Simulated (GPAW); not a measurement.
# Al K ELNES/XANES of MgMn2Al2O6 (P1) from DFT, part 2 of 2

What does one-electron theory with a core hole give for the Al K edge of MgMn2Al2O6 (P1)?

GPAW 26.7.0; X-ray absorption from dipole matrix elements to empty bands, plane-wave PAW PBE+U.

So far. Step 2 (The field without a hole): The mesh shows a gap of 1.59 eV, so the hole is first treated in a charged cell, without the excited electron.

## 4. Spectrum with FCH, Al atom 3

The holes are 5.0 Å apart. In GPAW the data set carries the hole's charge, so charge=0 means a charged cell and charge=-1 a neutral one. The excited electron is left out and a uniform background balances the charge. After the field has converged, empty bands are computed with the density fixed and the dipole matrix elements are summed.

The absorber has 1 O at 1.75 Å, 1 O at 1.81 Å, 1 O at 1.83 Å and 1 O at 1.85 Å (distorted tetrahedral, site symmetry 1).

File xas.py:

```python
import numpy as np
from ase import Atoms
from ase.parallel import parprint, paropen
from gpaw import GPAW, PW, FermiDirac, Mixer, MixerDif, setup_paths
from gpaw.test import gen
setup_paths.insert(0, '.')
gen('Al', name='fch1s', xcname='PBE', corehole=(1, 0, 1), write_xml=True)
from gpaw.mpi import world
world.barrier()

atoms = Atoms('Mn2Al2MgO6',
    cell=[[4.99243128, 0, 0],
     [2.3550023, 5.01509355, 0],
     [2.21448647, 1.17033366, 5.15527012]],
    scaled_positions=[[0.48193835, 0.05173212, 0.88156138],
     [0.26721511, 0.91515347, 0.45638021],
     [0.93525518, 0.47773096, 0.65918138],
     [0.05960184, 0.61880844, 0.10207228],
     [0.64050881, 0.33208084, 0.22930362],
     [0.08639005, 0.26617703, 0.18044793],
     [0.71765355, 0.27478977, 0.88406403],
     [0.32134269, 0.24201619, 0.55576841],
     [0.75687915, 0.70145001, 0.39824055],
     [0.34270998, 0.71408884, 0.12782186],
     [0.97800631, 0.71847334, 0.78904636]],
    magmoms=[4.0, 4.0, 0.0, 0.0, 0.0, 0.0, 0.0, 0.0, 0.0, 0.0, 0.0],
    pbc=True)
atoms.calc = calc = GPAW(legacy_gpaw=True, mode=PW(500, force_complex_dtype=True), xc='PBE', setups={'Mn': ':d,4', 2: 'fch1s'},
    kpts={'size': (3, 3, 3), 'gamma': True}, occupations=FermiDirac(0.02),
    charge=0, mixer=MixerDif(0.05, 8, 50), maxiter=150,
    convergence={'density': 0.0001, 'eigenstates': 1e-6}, txt='scf.txt')
energy = atoms.get_potential_energy() + calc.get_reference_energy()
ef = calc.get_fermi_level()
out = dict(energy=energy, fermi=ef, forces=atoms.get_forces().tolist(), magmoms=atoms.get_magnetic_moments().tolist())
parprint(f'all-electron energy {energy:.4f} eV, Fermi level {ef:.4f} eV')
ev = np.array([[calc.get_eigenvalues(k, s) for k in range(len(calc.get_ibz_k_points()))] for s in range(calc.get_number_of_spins())])
out['homo'], out['lumo'], out['counts'] = ev[ev < ef].max(), ev[ev > ef].min(), sorted(set((ev < ef).sum((0, 2)).tolist()))
out['filled'] = (ev[:, 0] < ef).sum(1).tolist()

from ase.units import Ha
from gpaw.xas import dipole_matrix_elements
nb = int(calc.get_number_of_electrons() / 2) + 90
top, nb = nb, nb + 8 + nb // 12
nscf = calc.fixed_density(kpts={'size': (4, 4, 3), 'gamma': True}, nbands=nb,
    convergence={'bands': top, 'eigenstates': 5e-3}, maxiter=60, txt='nscf.txt')
cell = atoms.cell.array
ops = [cell.T @ U.T @ np.linalg.inv(cell.T) for U in nscf.wfs.kd.symmetry.op_scc]
filled = [46, 36]  # bands filled in the ground state, by spin
E = np.arange(-6, 34, 0.1)
fwhm = np.interp(E, [4, 25], [0.9, 3.5])
Y, X, zero, highest = 0, 0, 1e9, 1e9
for spin in range(nscf.get_number_of_spins()):
    wfs = nscf.wfs
    mine = wfs.bd.get_slice()  # this rank's bands
    A = dipole_matrix_elements(wfs.setups[2])
    eps = np.zeros((wfs.kd.nibzkpts, nb))
    d = np.zeros((3, A.shape[1], wfs.kd.nibzkpts, nb), complex)
    for kpt in wfs.kpt_u:
        if kpt.s == spin and 2 in kpt.P_ani:
            eps[kpt.k, mine] = kpt.eps_n * Ha
            d[:, :, kpt.k, mine] = (kpt.weight * wfs.nspins / 2) ** 0.5 * np.inner(A, kpt.P_ani[2])
    world.sum(eps)
    world.sum(d)
    T = np.einsum('amkn,bmkn->abkn', d, d.conj()).real
    T = sum(np.einsum('ai,ijkn,bj->abkn', R, T, R) for R in ops) / len(ops)
    empty = np.ones_like(eps, bool) & (np.arange(nb) >= filled[spin])
    zero, highest = min(zero, eps[empty].min()), min(highest, eps[:, top - 1].min())
    lines = [(eps, T, empty)] if spin == 0 else lines + [(eps, T, empty)]
for eps, T, empty in lines:
    f = np.einsum('aakn->akn', T).reshape(3, -1)
    x = eps.ravel() - zero
    w = np.interp(x, E, fwhm) / 2.35482
    g = np.exp(-0.5 * ((E[:, None] - x) / w) ** 2) / (w * (2 * np.pi) ** 0.5)
    Y = Y + (f * empty.ravel()) @ g.T
    X = X + (f * ~empty.ravel()) @ g.T
out.update(E=E.round(2).tolist(), xas=Y.tolist(), xes=X.tolist(), zero=zero, valid=highest - zero, nk=len(eps), nb=nb)
for i in range(0, len(E), 10):
    parprint(f'{E[i]:7.2f}', *(f'{v:10.3e}' for v in Y[:, i]))
import json
with paropen('out.json', 'w') as f:
    json.dump(out, f)
```

Command:

```
> OMP_NUM_THREADS=1 mpirun -n 4 gpaw python xas.py
```

Numbers of over 12 decimals in the logs are rounded to 6 here.

The log of the run:

```text
Input parameters:
  convergence: {density: 0.0001,
                eigenstates: 1e-06}
  kpts: {gamma: True,
         size: (3, 3, 3)}
  maxiter: 150
  mixer: {backend: pulay,
          beta: 0.05,
          method: difference,
          nmaxold: 8,
          weight: 50}
  mode: {ecut: 500.0,
         force_complex_dtype: True,
         name: pw}
  occupations: {fixmagmom: False,
                name: fermi-dirac,
                width: 0.02}
  setups: {2: fch1s,
           Mn: :d,4}
  xc: PBE

Initialize ...

[... PAW data sets ...]

Reference energy: -92349.577164  # eV

Spin-polarized calculation.
Initial magnetic moment: 8.000000

[... convergence settings ...]
Symmetries present (total): 1
  [... symmetry matrices ...]

27 k-points: 3 x 3 x 3 Monkhorst-Pack grid
14 k-points in the irreducible part of the Brillouin zone
       k-points in crystal coordinates                weights
   0:     0.00000000    0.00000000    0.00000000          1/27
   1:     0.00000000    0.00000000    0.33333333          2/27
   2:     0.00000000    0.33333333   -0.33333333          2/27
   3:     0.00000000    0.33333333    0.00000000          2/27
   4:     0.00000000    0.33333333    0.33333333          2/27
   5:     0.33333333   -0.33333333   -0.33333333          2/27
   6:     0.33333333   -0.33333333    0.00000000          2/27
   7:     0.33333333   -0.33333333    0.33333333          2/27
   8:     0.33333333    0.00000000   -0.33333333          2/27
   9:     0.33333333    0.00000000    0.00000000          2/27
          ...
  13:     0.33333333    0.33333333    0.33333333          2/27

Wave functions: Plane wave expansion
  Cutoff energy: 500.000 eV
  Number of coefficients (min, max): 3267, 3291
  Pulay-stress correction: 0.000000 eV/Ang^3 (de/decut=0.000000)
  Using FFTW library
  Wavefunction extrapolation:
    Improved wavefunction reuse through dual PAW basis

Occupation numbers: Fermi-Dirac:
  width: 0.0200  # eV

Eigensolver
   Davidson(niter=2)

Densities:
  Coarse grid: 27*30*30 grid
  Fine grid: 54*60*60 grid
  Total Charge: 1.000000

Density mixing:
  Method: difference
  Backend: pulay
  Linear mixing parameter: 0.05
  old densities: 8
  Width of damping distribution: 1.1
  Damping of long wavelength oscillations: 50

[... Hamiltonian set-up ...]
Number of atoms: 11
Number of atomic orbitals: 66
Number of bands in calculation: 58
Number of valence electrons: 82
Bands to converge: occupied

... initialized

Initializing position-dependent things.

Density initialized from atomic densities
Creating initial wave functions:
  58 bands from LCAO basis set

                    O     O
               Mn      Al
                 Mn
            O        O

          Al  OMg
       O

Atomic positions and initial magnetic moments

Positions:
   0 Mn     4.480079    1.291162    4.544687    ( 0.0000,  0.0000,  4.0000)
   1 Mn     4.499889    5.123697    2.352763    ( 0.0000,  0.0000,  4.0000)
   2 Al     7.254003    3.167328    3.398258    ( 0.0000,  0.0000,  0.0000)
   3 Al     1.980891    3.222841    0.526210    ( 0.0000,  0.0000,  0.0000)
   4 Mg     4.487537    1.933778    1.182122    ( 0.0000,  0.0000,  0.0000)
   5 O      1.457743    1.546087    0.930258    ( 0.0000,  0.0000,  0.0000)
   6 O      6.187714    2.412746    4.557589    ( 0.0000,  0.0000,  0.0000)
   7 O      3.404972    1.864168    2.865136    ( 0.0000,  0.0000,  0.0000)
   8 O      6.312482    3.983912    2.053038    ( 0.0000,  0.0000,  0.0000)
   9 O      3.675697    3.730817    0.658956    ( 0.0000,  0.0000,  0.0000)
  10 O      8.321968    4.526659    4.067747    ( 0.0000,  0.0000,  0.0000)

Unit cell:
           periodic     x           y           z      points  spacing
  1. axis:    yes    4.992431    0.000000    0.000000    27     0.1606
  2. axis:    yes    2.355002    5.015094    0.000000    30     0.1630
[...]
iter:  12  -108.956906c  -4.89  -3.13    +10.0000
iter:  13  -108.956906c  -6.03c -3.62    +10.0000
iter:  14  -108.956893c  -5.55  -3.67    +10.0000
iter:  15  -108.956893c  -6.61c -4.20c   +10.0000

Converged after 15 iterations.

Dipole moment: (0.120211, 0.519191, -0.511566) |e|*Ang

Total magnetic moment: (0.000000, 0.000000, 10.000010)
Local magnetic moments:
   0 Mn ( 0.000000,  0.000000,  4.507198)
   1 Mn ( 0.000000,  0.000000,  4.530531)
   2 Al ( 0.000000,  0.000000,  0.000258)
   3 Al ( 0.000000,  0.000000,  0.011859)
   4 Mg ( 0.000000,  0.000000,  0.004044)
   5 O  ( 0.000000,  0.000000,  0.040423)
   6 O  ( 0.000000,  0.000000,  0.023636)
   7 O  ( 0.000000,  0.000000,  0.037183)
   8 O  ( 0.000000,  0.000000,  0.023338)
   9 O  ( 0.000000,  0.000000,  0.029883)
  10 O  ( 0.000000,  0.000000,  0.028894)

Energy contributions relative to reference atoms: (reference = -92349.577164)

Kinetic:        +55.465626
Potential:      -62.081390
External:        +0.000000
XC:            -102.488454
Entropy (-ST):   -0.000000
Local:           +0.147326
SIC:             +0.000000
--------------------------
Free energy:   -108.956893
Extrapolated:  -108.956893

Spin contamination: 1.231949 electrons
Showing only first 2 kpts
                      Up                     Down
 Kpt  Band  Eigenvalues  Occupancy  Eigenvalues  Occupancy
  0    39      3.31428    1.00000      9.92073    0.00000
  0    40      3.45440    1.00000     10.16041    0.00000
  0    41      3.60946    1.00000     10.58469    0.00000
  0    42      3.88523    1.00000     10.69812    0.00000

  1    39      3.15473    1.00000      9.77460    0.00000
  1    40      3.27936    1.00000     10.11860    0.00000
  1    41      3.53586    1.00000     10.47351    0.00000
  1    42      3.66801    1.00000     10.65929    0.00000

Fermi level: 5.76654

Gap: 1.324 eV
Transition (v -> c):
  (s=0, k=11, n=45, [0.33, 0.33, -0.33]) -> (s=0, k=0, n=46, [0.00, 0.00, 0.00])
Direct/indirect transitions are different
Direct gap: 1.535 eV
Transition at: (s=0, k=0, n=45, [0.00, 0.00, 0.00])

Forces in eV/Ang:
  0 Mn   -0.44344   -0.21002    0.38044
  1 Mn   -0.36971   -0.05991   -0.31322
  2 Al   -0.19368   -0.49043    0.27781
  3 Al    0.50792   -0.43019    0.00654
  4 Mg    0.25647    0.17435    0.03973
  5 O     0.04130    0.06698   -0.02987
  6 O     1.97067    1.31660   -2.16755
  7 O    -1.60745    1.84149    0.71664
  8 O     1.16620   -0.81057    2.14276
  9 O     0.14872   -0.04234    0.01815
 10 O    -1.46751   -1.37161   -1.06318
Scalar-relativistic atomic PBE calculation for Al (Aluminium, Z=13)
Core hole in 1s state (1s occupation: 1.0)
450 radial gridpoints.
|------------------------------------------------|
|------------------------------------------------|
[... the atom generator's iteration count ...]

Energy contributions:
-------------------------
Kinetic:     +184.765236
XC:           -14.896209
Potential:   -354.468924
-------------------------
Total:       -184.599897

state      eigenvalue         ekin         rmax
-----------------------------------------------
1s^1.0 :   -60.636300    82.700333        0.077
2s^2.0 :    -5.219564    12.417049        0.471
2p^6.0 :    -3.893803    12.090812        0.390
3s^2.0 :    -0.681863     1.698318        1.791
3p^1.0 :    -0.434383     1.289297        2.020
-----------------------------------------------
(units: Bohr and Hartree)

Generating PAW setup
Kinetic energy of the core from tauc = 180.397025
Cutoffs:
rc(s)=2.050
rc(p)=2.050
rc(d)=2.050
rc(vbar)=1.845
rc(comp)=2.050
rc(nct)=2.050

Kinetic energy of the core states: 180.079303
Charge: 1.0
Core electrons: 9.0
Valence electrons: 3.0
Pseudo-core charge: 0.164936
Shape function alpha=2.380
Pseudo-electron charge 3.417904
state    eigenvalue         norm
--------------------------------
3s(2) :    -0.681863     1.122160
*s    :     0.318137
3p(1) :    -0.434383     1.008647
*p    :     0.565617
*d    :     0.000000
--------------------------------

Diagonalizing with gridspacing h=0.050

state   all-electron     PAW
-------------------------------
3s:      -0.681863    -0.682021
3p:      -0.434383    -0.434559
*d:                   -0.135907
*f:                   -0.021975
-------------------------------
all-electron energy -92458.5341 eV, Fermi level 5.7665 eV
  -6.00  2.952e-63  2.689e-62  2.503e-63
  -5.00  6.643e-47  6.051e-46  5.633e-47
  -4.00  1.590e-33  1.449e-32  1.349e-33
  -3.00  4.050e-23  3.691e-22  3.442e-23
  -2.00  1.097e-15  1.004e-14  9.580e-16
  -1.00  3.169e-11  3.066e-10  3.729e-11
  -0.00  1.732e-09  2.045e-08  6.210e-09
[...]
31.00  6.437e-06  6.316e-06  8.600e-06
  32.00  6.912e-06  6.212e-06  8.953e-06
  33.00  7.514e-06  6.355e-06  8.706e-06
```

The job ended after 58 s (4 MPI ranks of AMD EPYC 9R45 (Zen 5), shared host; peak memory 0.56 GiB; 3.8 min of CPU time).

The Al K spectrum, Al atom 3, full core hole (charged cell) (energy from the lowest empty level; intensity scaled to a mean of 1 over the first 20 eV; polarised curves are means over the symmetry-equivalent atoms):

| E (eV) | isotropic | ε ∥ x | ε ∥ y | ε ∥ z |
| --- | --- | --- | --- | --- |
| -2.0 | 0.00 | 0.00 | 0.00 | 0.00 |
| -0.5 | 0.00 | 0.00 | 0.00 | 0.00 |
| 1.0 | 0.01 | 0.01 | 0.02 | 0.02 |
| 2.5 | 0.33 | 0.28 | 0.26 | 0.45 |
| 4.0 | 1.23 | 1.02 | 1.10 | 1.58 |
| 5.5 | 1.97 | 1.69 | 1.86 | 2.37 |
| 7.0 | 1.71 | 2.32 | 1.80 | 1.01 |
| 8.5 | 0.87 | 0.93 | 1.19 | 0.49 |
| 10.0 | 0.82 | 0.98 | 0.90 | 0.58 |
| 11.5 | 0.92 | 0.80 | 1.11 | 0.85 |
| 13.0 | 0.94 | 0.70 | 0.88 | 1.24 |
| 14.5 | 1.15 | 1.06 | 1.14 | 1.25 |
| 16.0 | 1.09 | 1.15 | 1.05 | 1.08 |
| 17.5 | 1.01 | 1.01 | 0.91 | 1.10 |
| 19.0 | 1.03 | 1.02 | 1.07 | 1.01 |
| 20.5 | 0.99 | 1.04 | 1.03 | 0.90 |
| 22.0 | 0.81 | 0.93 | 0.77 | 0.74 |
| 23.5 | 0.63 | 0.72 | 0.60 | 0.56 |
| 25.0 | 0.52 | 0.55 | 0.53 | 0.46 |
| 26.5 | 0.45 | 0.46 | 0.48 | 0.42 |
| 28.0 | 0.41 | 0.39 | 0.45 | 0.40 |
| 29.5 | 0.40 | 0.36 | 0.41 | 0.44 |
| 31.0 | 0.42 | 0.38 | 0.38 | 0.51 |

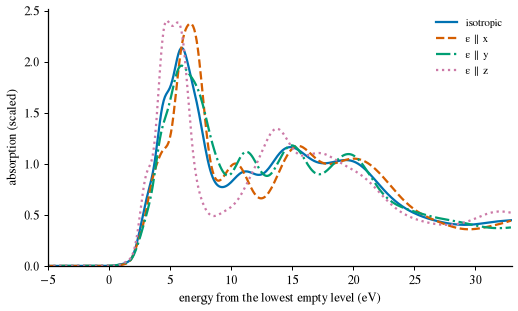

The Al K edge, Al atom 3, full core hole (charged cell): main maxima at 6.0 and 14.8 eV.

Main maxima below 24 eV (height): 6.0 eV (2.13) and 14.8 eV (1.16). A K edge sees empty p states on the absorber.

The hole costs E(hole) − E(ground) = 1551.46 eV, and the lowest empty level of the hole cell on the spectrum's mesh lies at 6.28 eV, which puts the zero at 1557.74 eV. The tabulated edge of the element is 1559 eV. The functional and the charged cell's background leave an error of a few eV in such absolute values.

## 5. Spectrum with FCH, Al atom 4

The holes are 5.0 Å apart. The excited electron is left out and a uniform background balances the charge. After the field has converged, empty bands are computed with the density fixed and the dipole matrix elements are summed.

The absorber has 1 O at 1.77 Å, 1 O at 1.80 Å and 2 O at 1.83 Å (distorted tetrahedral, site symmetry 1).

xas.py: that of step 4 with these lines changed.

```diff
@@ -27,3 +27,3 @@
     pbc=True)
-atoms.calc = calc = GPAW(legacy_gpaw=True, mode=PW(500, force_complex_dtype=True), xc='PBE', setups={'Mn': ':d,4', 2: 'fch1s'},
+atoms.calc = calc = GPAW(legacy_gpaw=True, mode=PW(500, force_complex_dtype=True), xc='PBE', setups={'Mn': ':d,4', 3: 'fch1s'},
     kpts={'size': (3, 3, 3), 'gamma': True}, occupations=FermiDirac(0.02),
@@ -54,3 +54,3 @@
     mine = wfs.bd.get_slice()  # this rank's bands
-    A = dipole_matrix_elements(wfs.setups[2])
+    A = dipole_matrix_elements(wfs.setups[3])
     eps = np.zeros((wfs.kd.nibzkpts, nb))
@@ -58,5 +58,5 @@
     for kpt in wfs.kpt_u:
-        if kpt.s == spin and 2 in kpt.P_ani:
+        if kpt.s == spin and 3 in kpt.P_ani:
             eps[kpt.k, mine] = kpt.eps_n * Ha
-            d[:, :, kpt.k, mine] = (kpt.weight * wfs.nspins / 2) ** 0.5 * np.inner(A, kpt.P_ani[2])
+            d[:, :, kpt.k, mine] = (kpt.weight * wfs.nspins / 2) ** 0.5 * np.inner(A, kpt.P_ani[3])
     world.sum(eps)
```

The log of the run:

```text
Input parameters:
  convergence: {density: 0.0001,
                eigenstates: 1e-06}
  kpts: {gamma: True,
         size: (3, 3, 3)}
  maxiter: 150
  mixer: {backend: pulay,
          beta: 0.05,
          method: difference,
          nmaxold: 8,
          weight: 50}
  mode: {ecut: 500.0,
         force_complex_dtype: True,
         name: pw}
  occupations: {fixmagmom: False,
                name: fermi-dirac,
[...]
3s:      -0.681863    -0.682021
3p:      -0.434383    -0.434559
*d:                   -0.135907
*f:                   -0.021975
-------------------------------
all-electron energy -92458.3919 eV, Fermi level 5.6773 eV
  -6.00  3.172e-63  3.500e-62  3.725e-62
  -5.00  7.138e-47  7.877e-46  8.383e-46
  -4.00  1.709e-33  1.886e-32  2.007e-32
  -3.00  4.356e-23  4.805e-22  5.114e-22
[...]
32.00  7.821e-06  8.265e-06  6.991e-06
  33.00  8.251e-06  8.691e-06  7.542e-06
[key lines of the parts left out:]
Converged after 16 iterations.
Dipole moment: (-2.502788, 0.510163, -1.856085) |e|*Ang
Free energy:   -108.814757
Fermi level: 5.67727
```

The job ended after 59 s (4 MPI ranks; peak memory 0.57 GiB; 3.9 min of CPU time).

The Al K spectrum, Al atom 4, full core hole (charged cell) (energy from the lowest empty level; intensity scaled to a mean of 1 over the first 20 eV; polarised curves are means over the symmetry-equivalent atoms):

| E (eV) | isotropic | ε ∥ x | ε ∥ y | ε ∥ z |
| --- | --- | --- | --- | --- |
| -2.0 | 0.00 | 0.00 | 0.00 | 0.00 |
| -0.5 | 0.00 | 0.00 | 0.00 | 0.00 |
| 1.0 | 0.03 | 0.02 | 0.04 | 0.03 |
| 2.5 | 0.47 | 0.46 | 0.59 | 0.34 |
| 4.0 | 1.75 | 1.88 | 2.44 | 0.91 |
| 5.5 | 1.54 | 1.50 | 1.65 | 1.47 |
| 7.0 | 1.24 | 0.75 | 0.96 | 2.00 |
| 8.5 | 0.79 | 0.60 | 0.60 | 1.16 |
| 10.0 | 0.88 | 0.90 | 0.66 | 1.06 |
| 11.5 | 1.10 | 1.30 | 0.93 | 1.07 |
| 13.0 | 1.24 | 1.43 | 1.10 | 1.20 |
| 14.5 | 1.18 | 1.19 | 1.14 | 1.20 |
| 16.0 | 1.19 | 1.27 | 1.08 | 1.21 |
| 17.5 | 1.04 | 1.09 | 0.95 | 1.07 |
| 19.0 | 0.89 | 0.89 | 0.88 | 0.90 |
| 20.5 | 0.85 | 0.89 | 0.91 | 0.74 |
| 22.0 | 0.71 | 0.76 | 0.78 | 0.60 |
| 23.5 | 0.55 | 0.58 | 0.60 | 0.49 |
| 25.0 | 0.48 | 0.48 | 0.56 | 0.41 |
| 26.5 | 0.45 | 0.43 | 0.53 | 0.38 |
| 28.0 | 0.41 | 0.40 | 0.47 | 0.37 |
| 29.5 | 0.40 | 0.41 | 0.44 | 0.36 |
| 31.0 | 0.42 | 0.43 | 0.46 | 0.38 |

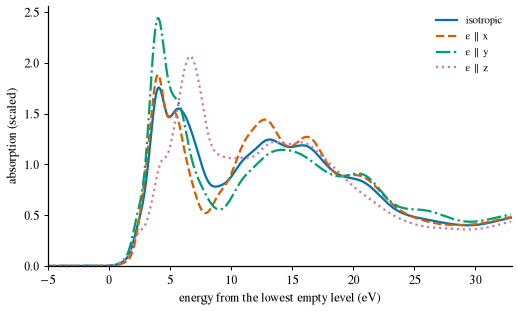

The Al K edge, Al atom 4, full core hole (charged cell): main maxima at 4.1, 5.7 and 13.2 eV.

Main maxima below 24 eV (height): 4.1 eV (1.76), 5.7 eV (1.55) and 13.2 eV (1.24). 

The hole costs E(hole) − E(ground) = 1551.60 eV, and the lowest empty level of the hole cell on the spectrum's mesh lies at 6.17 eV, which puts the zero at 1557.77 eV.

## 6. The sites side by side

| atom | surroundings | onset shift (eV) | energy of the highest intensity below 16 eV |
| --- | --- | --- | --- |
| 3 | 1 O at 1.75 Å, 1 O at 1.81 Å, 1 O at 1.83 Å and 1 O at 1.85 Å (distorted tetrahedral, site symmetry 1) | +0.00 | 6.0 |
| 4 | 1 O at 1.77 Å, 1 O at 1.80 Å and 2 O at 1.83 Å (distorted tetrahedral, site symmetry 1) | +0.03 | 4.1 |

On one energy scale, from the first site's zero:

| E (eV) | atom 3 | atom 4 |
| --- | --- | --- |
| -2.0 | 0.00 | 0.00 |
| -1.0 | 0.00 | 0.00 |
| 0.0 | 0.00 | 0.00 |
| 1.0 | 0.01 | 0.03 |
| 2.0 | 0.11 | 0.22 |
| 3.0 | 0.61 | 0.75 |
| 4.0 | 1.23 | 1.73 |
| 5.0 | 1.74 | 1.47 |
| 6.0 | 2.13 | 1.53 |
| 7.0 | 1.71 | 1.25 |
| 8.0 | 1.09 | 0.87 |
| 9.0 | 0.78 | 0.79 |
| 10.0 | 0.82 | 0.87 |
| 11.0 | 0.92 | 1.04 |
| 12.0 | 0.90 | 1.15 |
| 13.0 | 0.94 | 1.24 |
| 14.0 | 1.11 | 1.21 |
| 15.0 | 1.16 | 1.17 |
| 16.0 | 1.09 | 1.19 |
| 17.0 | 1.02 | 1.11 |
| 18.0 | 1.01 | 0.98 |
| 19.0 | 1.03 | 0.89 |
| 20.0 | 1.02 | 0.86 |
| 21.0 | 0.94 | 0.82 |
| 22.0 | 0.81 | 0.72 |
| 23.0 | 0.68 | 0.60 |
| 24.0 | 0.58 | 0.52 |
| 25.0 | 0.52 | 0.48 |
| 26.0 | 0.47 | 0.46 |
| 27.0 | 0.44 | 0.43 |
| 28.0 | 0.41 | 0.41 |
| 29.0 | 0.40 | 0.40 |
| 30.0 | 0.41 | 0.40 |
| 31.0 | 0.42 | 0.42 |
| 32.0 | 0.44 | 0.45 |

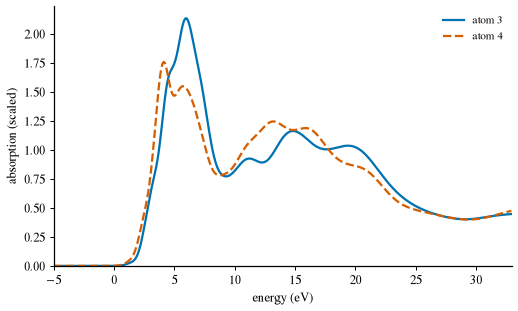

The sites' spectra.

## 7. Results

* absorber and edge: Al K, atom 3 of the ground-state input (counted from 1)
* surroundings: 1 O at 1.75 Å, 1 O at 1.81 Å, 1 O at 1.83 Å and 1 O at 1.85 Å (distorted tetrahedral, site symmetry 1)
* highest intensity below 16 eV: 6.0 eV above the zero, height 2.13
* photon energy of the zero (spin-polarised hole, raw): 1557.7 eV (uncertain by a few eV)

**Reading.** The Al K edge of atom 3, with 1 O at 1.75 Å, 1 O at 1.81 Å, 1 O at 1.83 Å and 1 O at 1.85 Å (distorted tetrahedral, site symmetry 1), has its highest intensity of the first 16 eV at 6.0 eV above the zero, near 1564 eV in photon energy (uncertain by a few eV), 2.1 times the mean level of the first 20 eV (Gaussian full width 0.9 eV up to 4 eV, rising linearly to 3.5 eV at 25 eV). The Al K spectra of the 2 sites differ in shape by up to 17 % r.m.s. after the best shift, and their zeros spread over 0.03 eV. At the Al K edge of atom 3 polarisation matters most near 7.2 eV, where the curves differ by 1.4 on this scale. The hole lies in one spin channel, while the script sums the empty states of both and takes the lower zero; where the two channels are split, this blurs and shifts the curve. The spins start ferromagnetically in a simple order, which needn't be the measured one; gap and edge can depend on it. The holes are only 5.0 Å apart, so the shape is probably not converged with cell size; no larger cell was run here. The mesh is coarse (0.41 Å⁻¹ between points), so small maxima may be mesh ripples. The structure is a computed Materials Project entry and may be a hypothetical form.

[Banner, clock and machine lines of the logs are left out without a mark of their own.]

[Logs are printed without paths, hosts, clocks, repeated set-up lines and the standing remarks that a program may print on its own settings, such as how far it seeks lower states.]

[Hosts, paths, dates, database ids (printed as entryN), source tags and the programs' standing remarks are cut or masked in the printed files.]

[Lists of maxima count a maximum above −3 eV only where it reaches 4 % of the highest in the window and stands out from its surroundings by 2 % of it (1.5 % where it reaches 55 %); shoulders and weaker maxima are passed over, and of the rest the first, up to two pre-edge ones and the few strongest are named.]
